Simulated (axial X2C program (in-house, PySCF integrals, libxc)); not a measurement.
## Relativistic diatomic calculation for GaO

- system: GaO, single determinant with Ω = 3/2 (not the lowest found). The distance is the PBE0 minimum at charge 0.
- method: expectation values, HF and Kohn-Sham, two-component X2C with atomic mean-field Coulomb and Gaunt terms, Ga dyall-cv3z, O dyall-av3z (cores contracted) (axial X2C program (in-house, PySCF integrals, libxc))

Summary:

| quantity | value |
| --- | --- |
| outcome | converged; the levels of theory disagree widely |
| hardware | 1 thread of Arm Neoverse V1, 112 GiB of memory available, shared host |
| wall time | 2.5 s |
| peak memory | 0.3 GiB |

Input:
```
{"zs": [31, 8], "q": 0, "bas": ["dyall-cv3z", "dyall-av3z"], "r0": 1.74, "levels": ["PBE0", "HF", "r2SCAN", "BP86", "PBE"], "nst": 3}
```

The line is the task of a batch: nuclear charges, charge, bases, the levels to run, a first guess of the distance and further settings. This report covers the levels named above. The log is that of the reference distance.

The run was one of a batch that the task file lists, launched with:
```bash
python <driver script> task.json out
```

Log:
```
two-component X2C + atomic mean field  PBE0
basis functions 162  fitting functions 908  grid points 5076
iter        total energy     max residual
   1      -2013.728419325     4.05e+00
   2      -2018.176451039     6.00e-02
   3      -2018.101069271     1.11e-01
   4      -2018.228256423     5.43e-03
   5      -2018.228377414     3.88e-03
   6      -2018.228573208     3.15e-04
   7      -2018.228574945     8.55e-05
   8      -2018.228575031     1.59e-05
   9      -2018.228575034     5.08e-06
  10      -2018.228575034     1.43e-06
converged
one-electron -2965.00982412  Coulomb 954.63234098  exact exchange -20.66504522  xc functional -63.68956931  nuclear repulsion 77.15223299  atomic mean-field constant -0.64871036
```

Expectation values by level of theory:

```tsv
quantity	PBE0	HF	r2SCAN	BP86	PBE
effective field for an electron dipole moment (GV/cm)	−0.0310	−0.0727	−0.0621	−0.0194	−0.0210
field gradient at the first nucleus (a.u.)	−3.92	−4.17	−3.85	−3.76	−3.76
field gradient at the second nucleus (a.u.)	−1.38	−1.31	−1.50	−1.46	−1.43
A∥/gI, first nucleus (MHz)	40.1	26.7	55.6	48.8	47.9
A∥/gI, second nucleus (MHz)	200	217	200	190	194
```

Each column comes from one determinant, in a basis with contracted cores. The levels disagree widely: the effective field runs from −0.0727 to −0.0194 GV/cm and A∥/gI at the first nucleus runs from 26.7 to 55.6 MHz. They may not all have settled in the same state, and these values aren't reliable properties of the molecule.

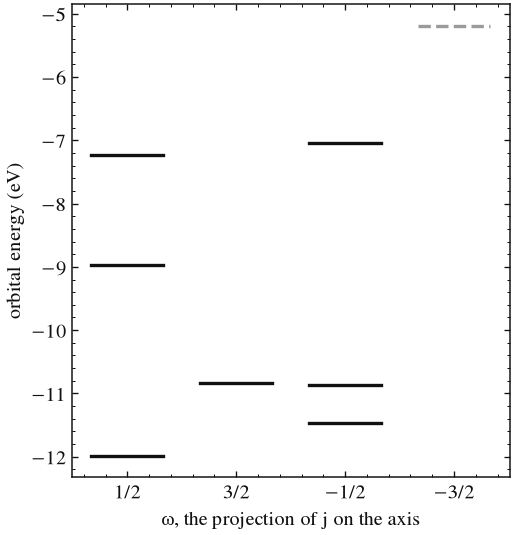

*Orbital energies (PBE0) near the frontier at 1.70 Å, filled (solid) and empty (dashed).*

The highest filled spinor (−1/2; 42 % Ga s, 26 % O p) lies at −7.05 eV, the lowest empty one (−3/2; 79 % O p, 16 % Ga p) at −5.19 eV.
